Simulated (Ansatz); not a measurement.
**TiN (Osbornite): properties at the relaxed cell**

The task, for TiN (Osbornite): see whether it has a gap, which orbitals make up the states near it and how charge is shared and see how the gap depends on the functional.

Program: Ansatz 0.2.0. Level of theory: DFT PBE, scalar-relativistic, plane waves, PAW. These are calculated values, not measurements.

1 further run of the same task is left out (set aside as unsound or not needed).

### Step 1. The system as given

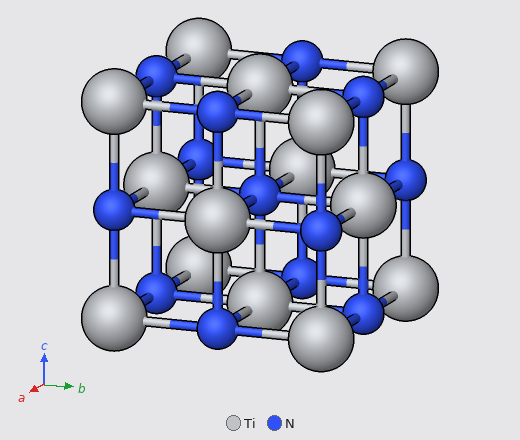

Start, viewed slightly off an axis; titanium light grey, nitrogen blue. Atoms on the faces are drawn again on the opposite ones. The cell drawn here is the conventional one.

Coordinates:

```cif
data_structure
_symmetry_space_group_name_H-M 'P 1'
_symmetry_Int_Tables_number 1
_cell_length_a 3.0029
_cell_length_b 3.0029
_cell_length_c 3.0029
_cell_angle_alpha 60.000
_cell_angle_beta 60.000
_cell_angle_gamma 60.000
_cell_volume 19.15
loop_
_atom_site_label
_atom_site_type_symbol
_atom_site_fract_x
_atom_site_fract_y
_atom_site_fract_z
_atom_site_occupancy
Ti1 Ti 0.00000 0.00000 0.00000 1
N1 N 0.50000 0.50000 0.50000 1
```

It is the result of an earlier relaxation at this level (volume 9.57 Å³/atom; gap on the mesh: none (metal)).

### Step 2. Static run: bands, density of states and charges

Input file input.yaml:

```yaml
crystal:
  lattice:
    - [0.0, 2.1233653585, 2.1233653585]
    - [2.1233653585, 0.0, 2.1233653585]
    - [2.1233653585, 2.1233653585, 0.0]
  atoms:
    - { symbol: Ti, position: [0.0, 0.0, 0.0] }
    - { symbol: "N", position: [0.5, 0.5, 0.5] }
basis:
  ecutwfc: 420
kpoints:
  mp_grid: { grid: [18, 18, 18] }
  band_path:
    path:
      - [[0.0, 0.0, 0.0], [0.5, 0.0, 0.5], [0.625, 0.25, 0.625]]
      - [[0.375, 0.375, 0.75], [0.0, 0.0, 0.0], [0.5, 0.5, 0.5], [0.5, 0.25, 0.75], [0.5, 0.0, 0.5]]
    npoints: 14
hamiltonian:
  xc: pbe
scf:
  occupations: { method: gaussian, width: 0.1 }
  n_extra_bands: 6
output:
  forces: true
  stress: true
  eigenvalues: true
  populations: true
  dos: { projected: true, de: 0.02, nscf_kmesh: { grid: [27, 27, 27] } }
  bader: true
  write_density: true
  write_potential: true
  elf: true
  volumetric_format: npy
```

Command:

```
$ ansatz run input.yaml --threads 1 --pin off --max-ram 2560MiB --backend cpu --events-out ev --progress --plain --runs-dir out
```

The log of the run:

```text
Warning: RAYON_NUM_THREADS=1 ignored (pool sized by the plan → 1); use --threads N
scf.n_extra_bands = 6 over 9 filled bands (N_el = 17.0): the run solves 15 bands
Engine: ansatz 0.2.0, x86_64-unknown-linux-gnu
Pseudopotentials: kind: paw
Pseudopotential: Ti, paw, valence charge 12, recommended cutoff 420 eV (normal), Ti.paw.azcp
Pseudopotential: N, paw, valence charge 5, recommended cutoff 420 eV (normal), N.paw.azcp
Functional definition: PBE
  parameter kappa = 0.804
  parameter beta = 0.06672455060314922
  exchange = pbe_x(kappa = kappa, mu = beta*pi^2/3)
  correlation = pbe_c(beta = beta)
Crystal: 2 atoms, lattice volume = 19.147 Å³
Basis set: ecut = 420 eV, 339 PW (Γ), exchange–correlation on 48×48×48 points (8 copies of the dense FFT grid, shifted against one another)
Bands: 15, of which v1, the nominal top of the filled ones, is band 9 counted from 1 (8 counted from 0)
Symmetry: 48 space group operations
Space group: Fm-3m (ITA 225), of the structure as read, at distance tolerance 2.7e-5 Å
k-points: 195 of 5832
Non-local potential: Ti, projectors of the file, l = 0: 3, l = 1: 2, l = 2: 3, l = 3: 1
Non-local potential: N, projectors of the file, l = 0: 2, l = 1: 2, l = 2: 1
PAW form: soft (Blöchl's): semilocal exchange-correlation on the pseudo side does not see the compensation charge
PAW one-centre angular grid: Ti, 590 points (default); XC on 64 Gauss nodes
PAW one-centre angular grid: N, 110 points (default); XC on 64 Gauss nodes
Initial density: superposition of atomic densities (neutral atoms: chi_scale 0, normalization atom), corrected by the library's trained network
Initial wavefunctions: pseudopotential atomic-orbital guess
Functional: x = pbe(κ = 0.804, μ = 0.2195149727645171), c = pbe(β = 0.06672455060314922)
SCF iter   1: F=—  HF=-2887.109996 eV  |F-HF|=—  |Δ(HF+E_count)|=         —  Δρ=1.74e-3  dr2=3.71e-4  ethr=1.77e-3  ⟨swp⟩=4.6  Hψ=13702  notcnv=0
preconditioner: auto → none  [metal: Δε(μ)=0.037 eV  Ē_g=12.153 eV  σ=0.100 eV  W_gap=0.20  n_scr=8 (ndim 8)  ℏωp=25.5 eV  f_vac=0.000  D(μ)=0.85/eV (n_scr^D=8)  sad-step TF]
SCF iter   2: F=—  HF=-2887.109548 eV  |F-HF|=—  |Δ(HF+E_count)|=   4.48e-4  Δρ=1.07e-3  dr2=1.68e-4  ethr=2.18e-6  ⟨swp⟩=1.5  Hψ=4762  notcnv=0
SCF iter   3: F=—  HF=-2887.109579 eV  |F-HF|=—  |Δ(HF+E_count)|=   3.05e-5  Δρ=1.31e-4  dr2=3.35e-6  ethr=9.90e-7  ⟨swp⟩=2.0  Hψ=3177  notcnv=0
SCF iter   4: F=—  HF=-2887.109581 eV  |F-HF|=—  |Δ(HF+E_count)|=   1.67e-6  Δρ=3.26e-5  dr2=9.95e-8  ethr=1.97e-8  ⟨swp⟩=2.1  Hψ=4057  notcnv=0
iter 5 did not close the SCF: its close was put off for the readings that it lacked (scf_convergence_deferred on its scf_iter line)
SCF iter   5: F=-2887.109581 eV  HF=-2887.109581 eV  |F-HF|=3.91e-11  |Δ(HF+E_count)|=   5.42e-8  Δρ=2.71e-6  dr2=7.72e-10  ethr=5.85e-10  ⟨swp⟩=2.8  Hψ=4242  notcnv=0
SCF iter   6: F=-2887.109581 eV  HF=-2887.109581 eV  |F-HF|=3.64e-12  |Δ(HF+E_count)|=  1.71e-10  Δρ=4.11e-7  dr2=2.05e-11  ethr=4.54e-12  ⟨swp⟩=5.6  Hψ=13732  notcnv=0
SCF 1 converged in 6 iterations: F = -2887.109581 eV  dr2 = 2.05e-11
NSCF: frozen V_eff on 86 k-points
NSCF: frozen V_eff on 560 k-points
SCF converged after 6 iterations
Free energy (F): -2887.109581 eV
Harris-Foulkes:  -2887.109581 eV  (|F-HF|=3.64e-12)
Internal energy: -2887.105302 eV  (E = F + TS)
E sigma→0 (E₀):  -2887.107441 eV
Entropy (-TS):   -0.004279 eV (-2.139 meV/atom)
Fermi energy:    17.070754 eV
--- Per-component energies (eV) ---
  E_band       = -93.052104
  E_kinetic    = 406.347357
  E_local      = -790.541962  (includes V_loc(G=0)·N_el)
  E_nonlocal   = 51.267404
  E_hartree    = 314.952039
  E_xc         = -159.773948
  E_vxc        = -201.413894  (∫ρ·V_xc dr)
  E_paw        = -1174.003855  (= ΣΔE_a)
  E_vpaw       = -188.615248  (= ΣTr[D̂ρ^β])
  E_aug_tail   = 0.000217  (compensation charges beyond the density's cutoff)
  E_ewald      = -1535.352555
  E_smearing   = -0.004279  (= −TS)
  E_closure    = 0.000000  (closes the sum)
  Σ components = -2887.109581   (vs F -2887.109581, Δ=0.00e0)
--- Forces (eV/Å), atoms counted from 1 ---
  atom   1  Ti    -0.00000000     0.00000000    -0.00000000
  atom   2  N      0.00000000    -0.00000000     0.00000000
  max |Σ_I F_I| component: 1.28e-29 eV/Å
--- Stress (GPa, compression-positive) ---
        0.033036       0.000000      -0.000000
        0.000000       0.033036       0.000000
        0.000000       0.000000       0.033036
  P = ⅓ Tr σ = 0.0330 GPa (0.330 kbar)
--- Band table (eV; the first three rows and the last of 195) ---
  k-point 0: bands = ["-40.7729", "-16.7629", "-16.7629", "-16.7629", "-0.0297", "15.0217", "15.0217", "15.0217", "16.4588", "16.4588", "16.4588", "17.6512", "17.6512", "22.4222", "30.2195"]
  k-point 1: bands = ["-40.7700", "-16.7832", "-16.7646", "-16.7646", "0.0306", "14.6583", "14.7519", "14.7519", "16.5531", "16.5531", "16.6482", "17.9266", "17.9266", "22.5910", "30.2660"]
  k-point 2: bands = ["-40.7617", "-16.8412", "-16.7694", "-16.7694", "0.2069", "13.8775", "14.1893", "14.1893", "16.7539", "16.7539", "16.9671", "18.5819", "18.5819", "23.0401", "30.3338"]
  k-point 194: bands = ["-40.6458", "-17.1587", "-17.1021", "-16.9861", "1.8263", "11.4927", "11.7277", "11.7627", "17.5820", "18.3445", "19.4495", "20.1486", "20.9175", "28.8989", "29.2977"]
--- Löwdin populations: 2 sites ---
  site symbol       q [e]
     0     Ti     11.1503
     1      N      5.7867
  spilling = 0.003705 (of n_electrons = 17.000000)
--- Bader charges: 2 sites ---
  site symbol  charge [e]  shift [e]
     0     Ti      1.7493     0.0002
     1      N     -1.7493     0.0002
  estimated error of the sums over rays = 3.7e-4 e
```

Run time: 66 s. Hardware: 1 thread of Intel Xeon at 2.50GHz (Skylake/Cascade Lake), shared host; peak memory 0.37 GiB.

Per atom:

| atom | Löwdin electrons | Bader charge (e) | Bader volume (Å³) |
| --- | --- | --- | --- |
| Ti1 | 11.15 | +1.75 | 8.0 |
| N2 | 5.79 | -1.75 | 11.2 |

bands.tsv at the labelled points (eV, zero at the Fermi level; the bands nearest the Fermi level):

| point | band 6 | band 7 | band 8 | band 9 | band 10 | band 11 | band 12 | band 13 |
| --- | --- | --- | --- | --- | --- | --- | --- | --- |
| Γ | -2.05 | -2.05 | -2.05 | -0.61 | -0.61 | -0.61 | 0.58 | 0.58 |
| X | -5.83 | -3.24 | -3.24 | -3.05 | 1.64 | 2.38 | 2.38 | 3.58 |
| U | -5.81 | -5.72 | -4.46 | -0.47 | 1.97 | 2.30 | 3.57 | 3.74 |
| K | -5.81 | -5.72 | -4.46 | -0.47 | 1.97 | 2.30 | 3.57 | 3.74 |
| Γ | -2.05 | -2.05 | -2.05 | -0.61 | -0.61 | -0.61 | 0.58 | 0.58 |
| L | -8.07 | -5.47 | -5.47 | 1.67 | 1.67 | 2.34 | 5.71 | 5.71 |
| W | -5.47 | -5.47 | -5.36 | 0.92 | 0.92 | 2.38 | 3.10 | 3.86 |
| X | -5.83 | -3.24 | -3.24 | -3.05 | 1.64 | 2.38 | 2.38 | 3.58 |

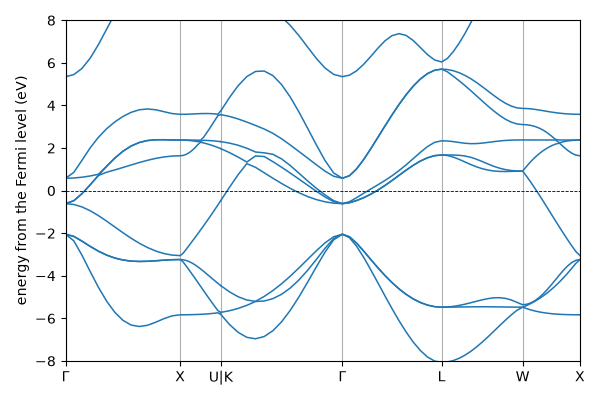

Bands along the path. Deeper bands lie below the window drawn.

States per cell in windows of 1 eV, from dos.tsv and pdos.tsv (zero at the Fermi level):

```csv
from,to,total,Ti 3d,N 2p
-8,-7,0.39,0.10,0.22
-7,-6,1.14,0.26,0.73
-6,-5,2.06,0.62,1.35
-5,-4,1.69,0.54,1.10
-4,-3,0.64,0.16,0.46
-3,-2,0.14,0.06,0.08
-2,-1,0.28,0.21,0.06
-1,0,0.65,0.54,0.10
0,1,1.15,0.99,0.14
1,2,2.45,2.20,0.21
2,3,2.28,1.92,0.30
3,4,1.32,0.90,0.22
4,5,1.21,0.76,0.31
5,6,0.60,0.35,0.21
```

A further 10 or so states lie below the table's range.

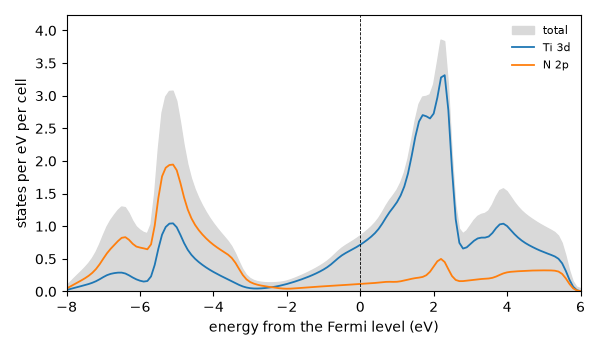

Total and projected density of states, smoothed over about 0.40 eV.

The maps below are laid out on this run's own conventional cell (a, b, c = 4.247, 4.247, 4.247 Å).

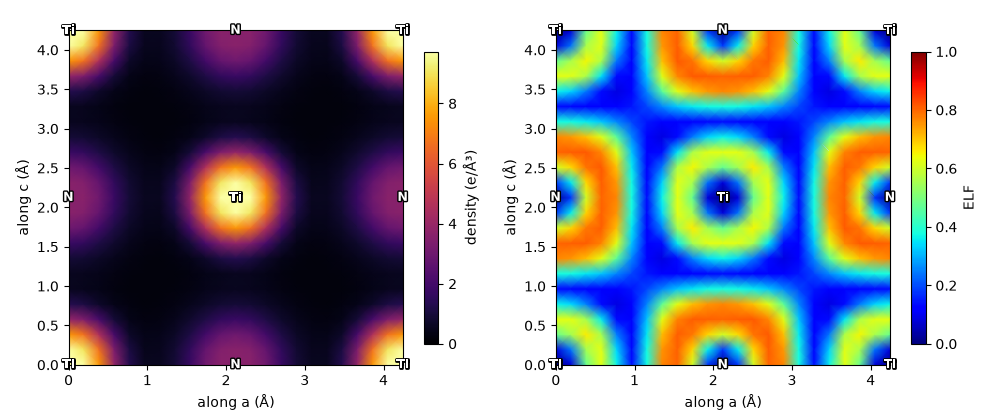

Density (left) and ELF (right) in a lattice plane of the grid's cell (edges 4.25 and 4.25 Å, at 0.000 of the third edge), which holds Ti and N. Only atoms in the plane are labelled. Both are smooth fields of the valence electrons: close to the nuclei they are not physical.

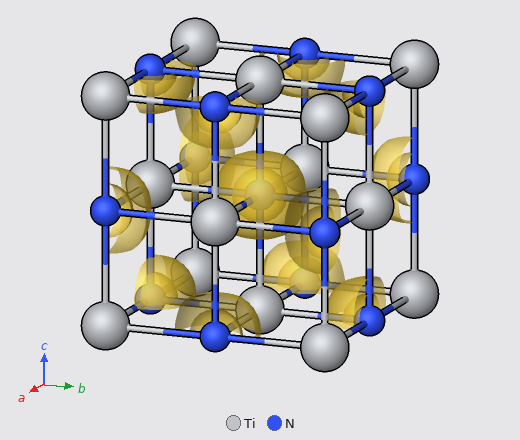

Surface of ELF = 0.75, drawn in one cell.

Maxima of ELF outside the ion cores: 0.81 in the shell around N, 0.7 Å from N.

### Step 3. Level of theory: r2SCAN

input.yaml: that of step 2 with these lines changed.

```diff
@@ -9,3 +9,3 @@
 basis:
-  ecutwfc: 420
+  ecutwfc: 500
 kpoints:
@@ -18,3 +18,3 @@
 hamiltonian:
-  xc: pbe
+  xc: r2scan
 scf:
```

Command:

```
$ ansatz run input.yaml --threads 1 --pin off --max-ram 2560MiB --backend cpu --events-out ev --progress --plain --runs-dir out
```

The log of the run, shortened:

```text
Warning: RAYON_NUM_THREADS=1 ignored (pool sized by the plan → 1); use --threads N
scf.n_extra_bands = 6 over 9 filled bands (N_el = 17.0): the run solves 15 bands
[...]
[... 1 set-up line as earlier in the session ...]
Pseudopotential: Ti, paw, valence charge 12, recommended cutoff 500 eV (meta_gga), Ti.paw.azcp
Pseudopotential: N, paw, valence charge 5, recommended cutoff 500 eV (meta_gga), N.paw.azcp
Functional definition: r2SCAN
[...]
Crystal: 2 atoms, lattice volume = 19.147 Å³
Basis set: ecut = 500 eV, 531 PW (Γ), exchange–correlation on 96×96×96 points (64 copies of the dense FFT grid, shifted against one another)
Bands: 15, of which v1, the nominal top of the filled ones, is band 9 counted from 1 (8 counted from 0)
[... 2 set-up lines as earlier in the session ...]
k-points: 195 of 5832
[...]
E sigma→0 (E₀):  -2893.082071 eV
Entropy (-TS):   -0.004192 eV (-2.096 meV/atom)
Fermi energy:    17.229116 eV
[...]
--- Forces (eV/Å), atoms counted from 1 ---
  atom   1  Ti    -0.00000000     0.00000000    -0.00000000
  atom   2  N      0.00000000    -0.00000000     0.00000000
[...]
--- Stress (GPa, compression-positive) ---
       -2.915619       0.000000       0.000000
        0.000000      -2.915619       0.000000
        0.000000      -0.000000      -2.915619
  P = ⅓ Tr σ = -2.9156 GPa (-29.156 kbar)
--- Band table (eV; the first three rows and the last of 195) ---
  k-point 0: bands = ["-43.1578", "-18.0858", "-18.0858", "-18.0858", "-1.0345", "14.8706", "14.8706", "14.8706", "16.6079", "16.6079", "16.6079", "17.8432", "17.8432", "23.0663", "31.1148"]
[...]
--- Löwdin populations: 2 sites ---
  site symbol       q [e]
     0     Ti     11.0901
     1      N      5.8464
  spilling = 0.003738 (of n_electrons = 17.000000)
--- Bader charges: 2 sites ---
  site symbol  charge [e]  shift [e]
     0     Ti      1.8369     0.0001
     1      N     -1.8369     0.0001
  estimated error of the sums over rays = 3.7e-4 e
```

It took 77 s on 1 thread of Intel Xeon at 2.50GHz (Skylake/Cascade Lake), shared host; peak memory 0.44 GiB.

Per atom:

| atom | Löwdin electrons | Bader charge (e) | Bader volume (Å³) |
| --- | --- | --- | --- |
| Ti1 | 11.09 | +1.84 | 7.8 |
| N2 | 5.85 | -1.84 | 11.4 |

bands.tsv at the labelled points (eV, zero at the Fermi level; the bands nearest the Fermi level):

```
point  band 6  band 7  band 8  band 9  band 10  band 11  band 12  band 13
    Γ   -2.36   -2.36   -2.36   -0.62    -0.62    -0.62     0.61     0.61
    X   -6.24   -3.59   -3.59   -3.07     1.69     2.40     2.40     3.68
    U   -6.17   -6.11   -4.84   -0.48     2.00     2.34     3.67     3.85
    K   -6.17   -6.11   -4.84   -0.48     2.00     2.34     3.67     3.85
    Γ   -2.36   -2.36   -2.36   -0.62    -0.62    -0.62     0.61     0.61
    L   -8.48   -5.86   -5.86    1.71     1.71     2.41     5.91     5.91
    W   -5.83   -5.83   -5.75    0.93     0.93     2.41     3.18     3.99
    X   -6.24   -3.59   -3.59   -3.07     1.69     2.40     2.40     3.68
```

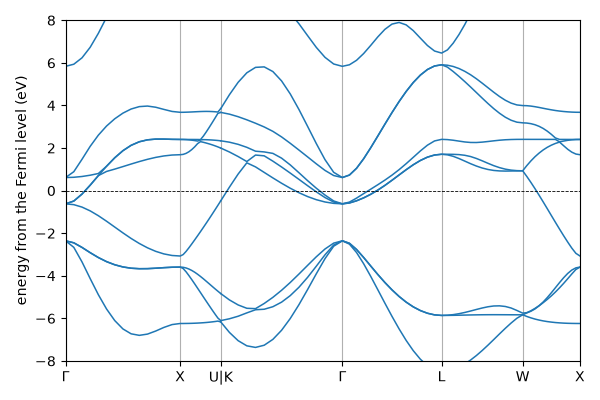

Bands along the path. Deeper bands lie below the window drawn.

Counts of states by energy window (eV from the Fermi level), total and by projection:

```
from  to  total  Ti 3d  N 2p
  -8  -7   0.74   0.18  0.44
  -7  -6   1.01   0.19  0.70
  -6  -5   2.56   0.81  1.67
  -5  -4   1.19   0.34  0.82
  -4  -3   0.38   0.08  0.29
  -3  -2   0.11   0.07  0.04
  -2  -1   0.28   0.22  0.05
  -1   0   0.64   0.54  0.09
   0   1   1.11   0.97  0.12
   1   2   2.37   2.14  0.18
   2   3   2.33   1.98  0.29
   3   4   1.20   0.83  0.19
   4   5   1.24   0.80  0.29
   5   6   0.76   0.46  0.26
```

Below -8 eV lie 10 or so more states.

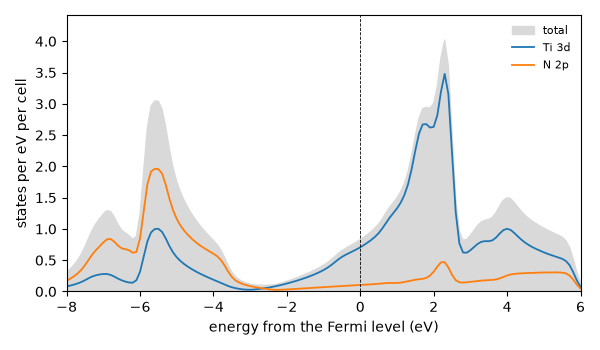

Total and projected density of states, smoothed over about 0.40 eV.

Axes a, b and c in the maps are those of this run's conventional cell (a, b, c = 4.247, 4.247, 4.247 Å).

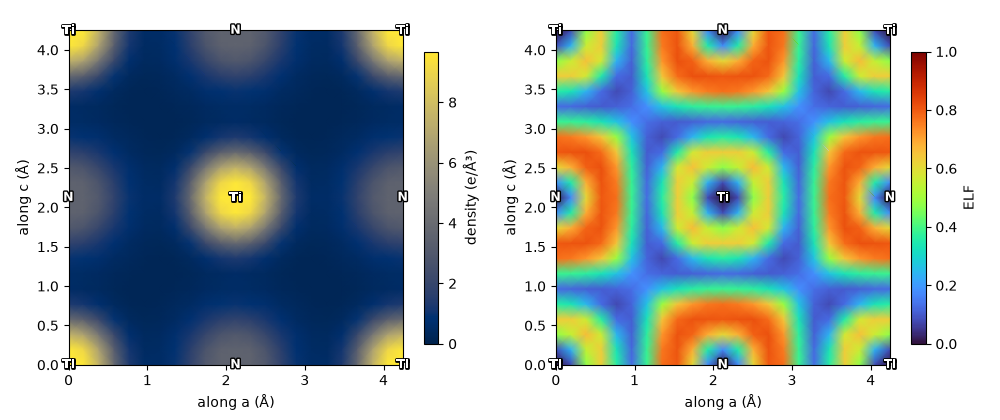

Density (left) and ELF (right) in a lattice plane of the grid's cell (edges 4.25 and 4.25 Å, at 0.000 of the third edge), which holds Ti and N. Only atoms in the plane are labelled. Both are smooth fields of the valence electrons: close to the nuclei they are not physical.

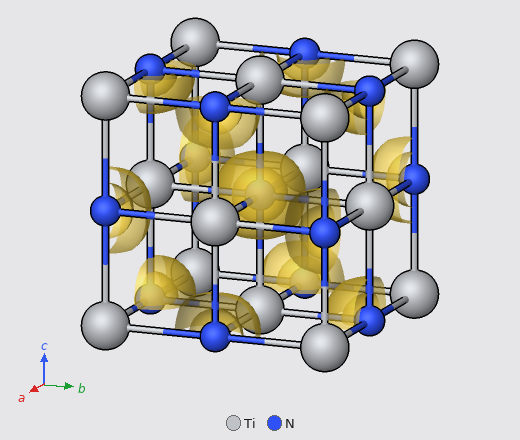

Surface of ELF = 0.76, drawn in one cell.

Maxima of ELF outside the ion cores: 0.82 in the shell around N, 0.7 Å from N.

### Step 4. Comparison of the levels of theory

| level | gap (eV) | pressure (GPa) | CPU time | against the first |
| --- | --- | --- | --- | --- |
| PBE | 0.00 | 0.0 | 57 s | × 1 |
| r2SCAN | 0.00 | -2.9 | 73 s | × 1.3 |

All at the geometry relaxed with the first.

### Step 5. What came out

| quantity | value |
| --- | --- |
| gap | none (metal) |
| states at the Fermi level | 0.85 per eV per cell |
| Bader charges | Ti +1.75, N -1.75 e |
| gap (r2SCAN) | none (metal) |
| states at the Fermi level (r2SCAN) | 0.83 per eV per cell |
| Bader charges (r2SCAN) | Ti +1.84, N -1.84 e |

In words: There is no gap at this level. Of the projected weight within 0.25 eV of the Fermi level, the largest part is Ti 3d (85 %). Bader charges reach 1.7 e, so charge transfer in this metal is strong. All levels find a metal. At this fixed cell r2SCAN gives -2.9 GPa, so it would relax to a smaller volume. Spin polarisation is off in the runs that give these values; a magnetic solution could lie lower.
